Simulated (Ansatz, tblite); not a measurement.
# n-GeGeGeSiGeGeH14 (SiGe5H14): one state, many levels

How do method and basis change the picture of n-GeGeGeSiGeGeH14 (SiGe5H14) (singlet)?

Method: as each input shows; program: Ansatz 0.2.0, Gaussian basis.

The runs, in order: GFN1-xTB, GFN2-xTB, PBE-D4/def2-TZVP, r2SCAN-D4/def2-TZVP, ωB97M-V/def2-TZVP, PBE-QIDH/def2-TZVP, PBE-D4/def2-SVP, PBE0-D4/def2-SVP, MP2/def2-SVP.

4 further runs of the same task are left out: 2 that didn't finish, 2 set aside as unsound or not needed.

### 1 The structure

The singlet was relaxed beforehand with PBE-D4/def2-SVP.

20 atoms, charge 0, spin multiplicity 1.

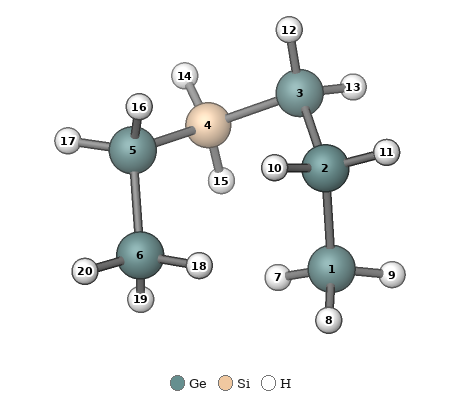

The geometry (germanium teal, silicon light orange, hydrogen white); atoms are numbered from 1 in the order of the file.

PBE0-D4/def2-TZVP was run before; its log isn't repeated, and its numbers join the tables.

### 2 GFN1-xTB

Tight binding, by tblite at 300 K electronic temperature and without a spin-polarisation term:

```python
tblite.interface.Calculator('GFN1-xTB', numbers, positions, charge=0, uhf=0).singlepoint()
```

Energy -482.8297 eV, HOMO -11.53 eV, LUMO -7.93 eV; 0.022 s.

### 3 GFN2-xTB

Tight binding, by tblite at 300 K electronic temperature and without a spin-polarisation term:

```python
tblite.interface.Calculator('GFN2-xTB', numbers, positions, charge=0, uhf=0).singlepoint()
```

Energy -503.3407 eV, HOMO -10.02 eV, LUMO -5.88 eV; 0.015 s.

### 4 PBE-D4/def2-TZVP

start.molden holds the orbitals of an earlier run on this state, given as this run's starting guess.

in.yaml

```yaml
crystal:
  periodic: [false, false, false]
  atoms:
    - {symbol: Ge, position_ang: [2.274005, -0.287652, -1.499163]}
    - {symbol: Ge, position_ang: [1.640240, -1.420850, 0.566894]}
    - {symbol: Ge, position_ang: [1.050895, 0.245244, 2.252536]}
    - {symbol: Si, position_ang: [-0.646081, 1.671613, 1.344818]}
    - {symbol: Ge, position_ang: [-2.400917, 0.328058, 0.408884]}
    - {symbol: Ge, position_ang: [-1.970075, -0.315916, -1.905640]}
    - {symbol: H, position_ang: [1.290561, 0.880039, -1.781034]}
    - {symbol: H, position_ang: [2.252882, -1.253864, -2.713113]}
    - {symbol: H, position_ang: [3.701579, 0.306316, -1.355407]}
    - {symbol: H, position_ang: [0.400795, -2.325834, 0.316339]}
    - {symbol: H, position_ang: [2.802376, -2.330792, 1.055395]}
    - {symbol: H, position_ang: [0.510125, -0.455439, 3.532458]}
    - {symbol: H, position_ang: [2.315218, 1.060850, 2.649052]}
    - {symbol: H, position_ang: [-1.204241, 2.579894, 2.411457]}
    - {symbol: H, position_ang: [-0.050480, 2.534498, 0.261562]}
    - {symbol: H, position_ang: [-2.585010, -0.954967, 1.270080]}
    - {symbol: H, position_ang: [-3.747949, 1.106728, 0.447146]}
    - {symbol: H, position_ang: [-0.776722, -1.303210, -1.998384]}
    - {symbol: H, position_ang: [-1.635233, 0.940904, -2.751525]}
    - {symbol: H, position_ang: [-3.221968, -1.005597, -2.512368]}
basis:
  gaussian: {orbitals: def2-TZVP, initial_orbitals: start.molden}
hamiltonian: {xc: pbe, dispersion: d4}
scf: {omitted_lower_state_checks: [starts]}
output: {orbitals: {seedname: orbitals}}
```

On the command line:

```sh
$ ansatz run in.yaml --threads 4 --pin off --events-out ev --progress --plain --max-ram 6963MiB
```

Standard output:

```text
Functional definition: PBE
  name "PBE"
  cite "Perdew, Burke & Ernzerhof, Phys. Rev. Lett. 77, 3865 (1996) doi:10.1103/PhysRevLett.77.3865"
  parent pbe
  parameter kappa = 0.804
  parameter beta = 0.06672455060314922
  exchange = pbe_x(kappa = kappa, mu = beta*pi^2/3)
  correlation = pbe_c(beta = beta)
these checks for a lower state are left out or cut short: starts
2658 factors; their error is unknown
mean field evaluation 1: about -290650.0644 eV, gradient 1.9e1 eV
mean field evaluation 2: about -290650.3661 eV, gradient 3.8e-1 eV
mean field evaluation 4: about -290650.2909 eV, gradient 6.4e-4 eV
mean field -290650.29092838 eV, -10681.2011817748 hartree, gradient 2.4e-5 eV, S^2 0.000000; 0 other end points of the search recorded, 0 dependent functions left out
reference -290650.29099558 eV, -10681.2011842443 hartree; 94, 94 occupied and 267, 267 virtual orbitals, 2658 factors
Total energy: -290650.96205820 eV, -10681.2258453409 hartree
Checks for a lower state left out: starts
```

It took 9.5 s on 4 threads of Arm Neoverse V1, shared host; peak memory 0.98 GiB.

From the report: HOMO -6.69 eV, LUMO -1.26 eV.

### 5 r2SCAN-D4/def2-TZVP

Edit in.yaml of step 4 so:

```diff
@@ -25,3 +25,3 @@
   gaussian: {orbitals: def2-TZVP, initial_orbitals: start.molden}
-hamiltonian: {xc: pbe, dispersion: d4}
+hamiltonian: {xc: r2scan, dispersion: d4}
 scf: {omitted_lower_state_checks: [starts]}
```

Launched as before.

Standard output:

```text
Functional definition: r2SCAN
  name "r2SCAN"
  cite "Furness, Kaplan, Ning, Perdew & Sun, J. Phys. Chem. Lett. 11, 8208 (2020) doi:10.1021/acs.jpclett.0c02405"
  cite "Furness, Kaplan, Ning, Perdew & Sun, J. Phys. Chem. Lett. 11, 9248 (2020) doi:10.1021/acs.jpclett.0c03077"
  parent r2scan
  parameter k0 = 0.174
  parameter k1 = 0.065
  parameter a1 = 4.9479
  exchange = r2scan_x(k0 = k0, k1 = k1, a1 = a1)
  correlation = r2scan_c
these checks for a lower state are left out or cut short: starts
2658 factors; their error is unknown
mean field evaluation 1: about -290696.0943 eV, gradient 1.3e1 eV
mean field evaluation 2: about -290696.2099 eV, gradient 1.7e-1 eV
mean field evaluation 4: about -290696.1602 eV, gradient 1.5e-4 eV
mean field -290696.16022834 eV, -10682.8868474571 hartree, gradient 2.2e-5 eV, S^2 0.000000; 0 other end points of the search recorded, 0 dependent functions left out
reference -290696.16024770 eV, -10682.8868481684 hartree; 94, 94 occupied and 267, 267 virtual orbitals, 2658 factors
Total energy: -290696.33751997 eV, -10682.8933628045 hartree
Checks for a lower state left out: starts
```

It took 20 s on 4 threads of Arm Neoverse V1, shared host; peak memory 1 GiB.

From the report: HOMO -6.94 eV, LUMO -1.08 eV.

### 6 ωB97M-V/def2-TZVP

Edit in.yaml of step 5 so:

```diff
@@ -25,4 +25,4 @@
   gaussian: {orbitals: def2-TZVP, initial_orbitals: start.molden}
-hamiltonian: {xc: r2scan, dispersion: d4}
+hamiltonian: {xc: {name: wB97M-V}}
 scf: {omitted_lower_state_checks: [starts]}
-output: {orbitals: {seedname: orbitals}}
+output: {forces: true, orbitals: {seedname: orbitals}}
```

Launched as before.

Standard output, shortened:

```text
Functional definition: wB97M-V
  name "wB97M-V"
  cite "Mardirossian & Head-Gordon, J. Chem. Phys. 144, 214110 (2016) doi:10.1063/1.4952647"
  cite "Becke, J. Chem. Phys. 107, 8554 (1997) doi:10.1063/1.475007"
  cite "Vydrov & Van Voorhis, J. Chem. Phys. 133, 244103 (2010) doi:10.1063/1.3521275"
  # Of w^i u^j: cxij and so on, Table III.
[...]
  gx(w, u) = 1 - cx + cx01*u + cx10*w
  gss(w, u) = css00 + css04*u^4 + css10*w + css20*w^2 + css43*w^4*u^3
  gos(w, u) = cos00 + cos10*w + (cos20 + cos21*u)*w^2 + (cos60 + cos61*u)*w^6
[...]
      + integral(e_c_pw_mod_opposite_spin*gos(b97_w_opposite, b97_u_opposite)) + vv10(b, c)
[...]
2798 factors; their error is unknown
642 factors; integrals over basis functions are off by at most 5.6e-6 eV
the host lacks memory for fits, so the integrals are decomposed
2551 factors; integrals over basis functions are off by at most 8.8e-4 eV
[...]
Atom 11 at     0.510125    -0.455439     3.532458 Å, force     0.119012     0.146955    -0.285164 eV/Å
Atom 12 at     2.315218     1.060850     2.649052 Å, force    -0.275839    -0.172566    -0.092440 eV/Å
Atom 13 at    -1.204241     2.579894     2.411457 Å, force     0.173082    -0.291730    -0.327501 eV/Å
Atom 14 at    -0.050480     2.534498     0.261562 Å, force    -0.182967    -0.264332     0.324970 eV/Å
Atom 15 at    -2.585010    -0.954967     1.270080 Å, force     0.041959     0.261779    -0.177306 eV/Å
Atom 16 at    -3.747949     1.106728     0.447146 Å, force     0.293915    -0.160761    -0.012499 eV/Å
Atom 17 at    -0.776722    -1.303210    -1.998384 Å, force    -0.229291     0.194196     0.020932 eV/Å
Atom 18 at    -1.635233     0.940904    -2.751525 Å, force    -0.067187    -0.257928     0.174770 eV/Å
Atom 19 at    -3.221968    -1.005597    -2.512368 Å, force     0.271654     0.148611     0.137892 eV/Å
Dipole moment:     0.009318     0.013437     0.020883 e Å
Checks for a lower state left out: starts
```

Wall time 74 s (4 threads of Arm Neoverse V1, shared host); peak memory 2.6 GiB.

HOMO -9.59 eV, LUMO 1.16 eV.

### 7 PBE-QIDH/def2-TZVP

Edit in.yaml of step 6 so:

```diff
@@ -25,4 +25,3 @@
   gaussian: {orbitals: def2-TZVP, initial_orbitals: start.molden}
-hamiltonian: {xc: {name: wB97M-V}}
+hamiltonian: {xc: {name: PBE-QIDH}}
 scf: {omitted_lower_state_checks: [starts]}
-output: {forces: true, orbitals: {seedname: orbitals}}
```

Launched as before.

Standard output, shortened:

```text
Functional definition: PBE-QIDH
  name "PBE-QIDH"
  cite "Brémond, Sancho-García, Pérez-Jiménez & Adamo, J. Chem. Phys. 141, 031101 (2014) doi:10.1063/1.4890314"
  cite "Perdew, Burke & Ernzerhof, Phys. Rev. Lett. 77, 3865 (1996) doi:10.1103/PhysRevLett.77.3865"
[...]
2551 factors; integrals over basis functions are off by at most 8.8e-4 eV
[...]
mean field -290597.29820911 eV, -10679.2537352614 hartree, gradient 2.1e-6 eV, S^2 0.000000; 0 other end points of the search recorded, 0 dependent functions left out
50 core orbitals not correlated: weight in the atoms' cores, before any rotation towards them, 1.000 or more for the frozen orbitals, at most 0.000 for the correlated occupied ones
reference -290597.29822994 eV, -10679.2537360269 hartree; 44, 44 occupied and 267, 267 virtual orbitals, 2551 factors
second order -43.37022822 eV of doubles, -0.00000000 eV of singles
Total energy: -290611.75497268 eV, -10679.7850115234 hartree
Checks for a lower state left out: starts
```

Run time: 41 s. Hardware: 4 threads of Arm Neoverse V1, shared host; peak memory 2 GiB.

### 8 PBE-D4/def2-SVP

Edit in.yaml of step 7 so:

```diff
@@ -24,4 +24,5 @@
 basis:
-  gaussian: {orbitals: def2-TZVP, initial_orbitals: start.molden}
-hamiltonian: {xc: {name: PBE-QIDH}}
+  gaussian: {orbitals: def2-SVP, initial_orbitals: start.molden}
+hamiltonian: {xc: pbe, dispersion: d4}
 scf: {omitted_lower_state_checks: [starts]}
+output: {orbitals: {seedname: orbitals}}
```

Same command.

Standard output:

```text
Functional definition: PBE
  name "PBE"
  cite "Perdew, Burke & Ernzerhof, Phys. Rev. Lett. 77, 3865 (1996) doi:10.1103/PhysRevLett.77.3865"
  parent pbe
  parameter kappa = 0.804
  parameter beta = 0.06672455060314922
  exchange = pbe_x(kappa = kappa, mu = beta*pi^2/3)
  correlation = pbe_c(beta = beta)
these checks for a lower state are left out or cut short: starts
2763 factors; their error is unknown
mean field evaluation 1: about -290611.6500 eV, gradient 1.3e1 eV
mean field evaluation 2: about -290611.9448 eV, gradient 2.9e-1 eV
mean field evaluation 4: about -290611.7403 eV, gradient 5.2e-4 eV
mean field -290611.74029437 eV, -10679.7844721056 hartree, gradient 1.4e-5 eV, S^2 0.000000; 0 other end points of the search recorded, 0 dependent functions left out
reference -290611.74035342 eV, -10679.7844742755 hartree; 94, 94 occupied and 154, 154 virtual orbitals, 2763 factors
Total energy: -290612.41141604 eV, -10679.8091353721 hartree
Checks for a lower state left out: starts
```

Wall time 6 s (4 threads of Arm Neoverse V1, shared host); peak memory 0.55 GiB.

HOMO -6.67 eV, LUMO -1.09 eV.

### 9 PBE0-D4/def2-SVP

Edit in.yaml of step 8 so:

```diff
@@ -25,3 +25,3 @@
   gaussian: {orbitals: def2-SVP, initial_orbitals: start.molden}
-hamiltonian: {xc: pbe, dispersion: d4}
+hamiltonian: {xc: pbe0, dispersion: d4}
 scf: {omitted_lower_state_checks: [starts]}
```

Launched as before.

Standard output:

```text
Functional definition: PBE0
  name "PBE0"
  cite "Adamo & Barone, J. Chem. Phys. 110, 6158 (1999) doi:10.1063/1.478522"
  cite "Perdew, Burke & Ernzerhof, Phys. Rev. Lett. 77, 3865 (1996) doi:10.1103/PhysRevLett.77.3865"
  parent pbe
  parameter a = 0.25
  parameter kappa = 0.804
  parameter beta = 0.06672455060314922
  exchange = (1 - a)*pbe_x(kappa = kappa, mu = beta*pi^2/3) + a*exact_x
  correlation = pbe_c(beta = beta)
these checks for a lower state are left out or cut short: starts
2464 factors; integrals over basis functions are off by at most 1.5e-3 eV
mean field evaluation 1: about -290620.5444 eV, gradient 4.7e0 eV
mean field evaluation 2: about -290620.5807 eV, gradient 3.8e-2 eV
mean field evaluation 4: about -290620.6469 eV, gradient 4.1e-4 eV
mean field -290620.64689331 eV, -10680.1117835796 hartree, gradient 1.7e-5 eV, S^2 0.000000; 0 other end points of the search recorded, 0 dependent functions left out
reference -290620.64693774 eV, -10680.1117852125 hartree; 94, 94 occupied and 154, 154 virtual orbitals, 2464 factors
Total energy: -290621.24422271 eV, -10680.1337350302 hartree
Checks for a lower state left out: starts
```

It took 13 s on 4 threads of Arm Neoverse V1, shared host; peak memory 1.1 GiB.

Report: HOMO -7.70 eV, LUMO -0.36 eV.

### 10 MP2/def2-SVP

Edit in.yaml of step 9 so:

```diff
@@ -25,3 +25,3 @@
   gaussian: {orbitals: def2-SVP, initial_orbitals: start.molden}
-hamiltonian: {xc: pbe0, dispersion: d4}
+correlation: {method: mp2}
 scf: {omitted_lower_state_checks: [starts]}
```

Launched as before.

Standard output:

```text
Functional definition: HF
  name "HF"
  cite "Fock, Z. Phys. 61, 126 (1930) doi:10.1007/BF01340294"
  parent pbe
  exchange = exact_x
  correlation = 0
these checks for a lower state are left out or cut short: starts
2464 factors; integrals over basis functions are off by at most 1.5e-3 eV
mean field evaluation 1: about -290412.4506 eV, gradient 2.9e1 eV
mean field evaluation 2: about -290414.1231 eV, gradient 1.5e0 eV
mean field evaluation 4: about -290414.1383 eV, gradient 1.0e-1 eV
mean field evaluation 8: about -290414.1383 eV, gradient 1.6e-6 eV
mean field -290414.13833596 eV, -10672.5227340735 hartree, gradient 1.6e-6 eV, S^2 0.000000; 0 other end points of the search recorded, 0 dependent functions left out
50 core orbitals not correlated: weight in the atoms' cores, before any rotation towards them, 1.000 or more for the frozen orbitals, at most 0.000 for the correlated occupied ones
reference -290414.13833596 eV, -10672.5227340735 hartree; 44, 44 occupied and 154, 154 virtual orbitals, 2464 factors
second order -34.93125334 eV of doubles, -0.00000000 eV of singles
Total energy: -290449.06958930 eV, -10673.8064339564 hartree
Checks for a lower state left out: starts
```

Run time: 16 s. Hardware: 4 threads of Arm Neoverse V1, shared host; peak memory 1.1 GiB.

Report: Hartree-Fock HOMO -9.92 eV, LUMO 2.73 eV.

### 11 Levels side by side

```tsv
level	functions	HOMO (eV)	LUMO (eV)	gap (eV)	time
PBE-D4/def2-SVP	248	-6.67	-1.09	5.58	6 s
PBE-D4/def2-TZVP	361	-6.69	-1.26	5.43	9.5 s
r2SCAN-D4/def2-TZVP	361	-6.94	-1.08	5.86	20 s
PBE0-D4/def2-SVP	248	-7.70	-0.36	7.34	13 s
PBE0-D4/def2-TZVP	361	-7.67	-0.50	7.17	31 s
ωB97M-V/def2-TZVP	361	-9.59	1.16	10.76	74 s
```

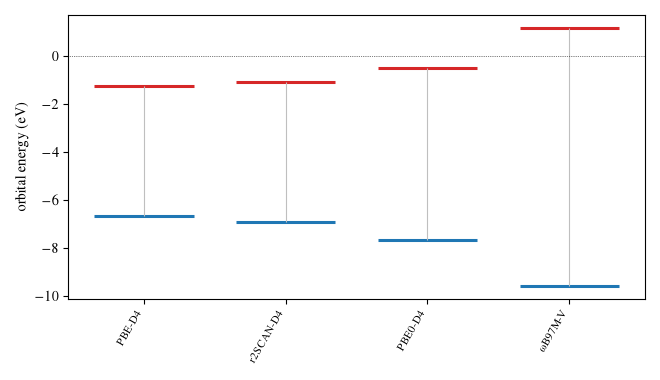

Highest filled (blue) and lowest empty (red) level in def2-TZVP.

Energy pieces by basis (eV):

```tsv
basis	HF	MP2 correlation	total
def2-SVP	-290414.1383	-34.9313	-290449.0696 (MP2)
```

### 12 Binding energy

Free atoms were run apart at each level; binding is atoms less cluster, divided by the number of atoms, without zero-point or spin-orbit terms.

```tsv
level	binding an atom (eV)
HF/def2-SVP	2.027
PBE-D4/def2-SVP	2.720
PBE-D4/def2-TZVP	2.721
r2SCAN-D4/def2-TZVP	2.771
PBE0-D4/def2-SVP	2.724
PBE0-D4/def2-TZVP	2.725
ωB97M-V/def2-TZVP	2.732
MP2/def2-SVP	2.548
```

### 13 Outcome

| quantity | value |
| --- | --- |
| gap in def2-TZVP, named functionals, smallest and largest | 5.43 eV (PBE-D4), 10.76 eV (ωB97M-V) |
| correlation energy, MP2/def2-SVP | -34.93 eV |
| binding an atom, functionals in def2-TZVP | 2.72 (PBE-D4) to 2.77 eV (r2SCAN-D4) |
| PBE0 total energy, smallest basis above largest | 38.33 eV (def2-SVP, def2-TZVP) |

Over the named functionals in def2-TZVP the gap runs from 5.43 eV (PBE-D4) to 10.76 eV (ωB97M-V); exact exchange widens it.

The slowest run with a step of its own, ωB97M-V/def2-TZVP, took 74 s; the quickest functional in def2-TZVP took 9.5 s (shared host).
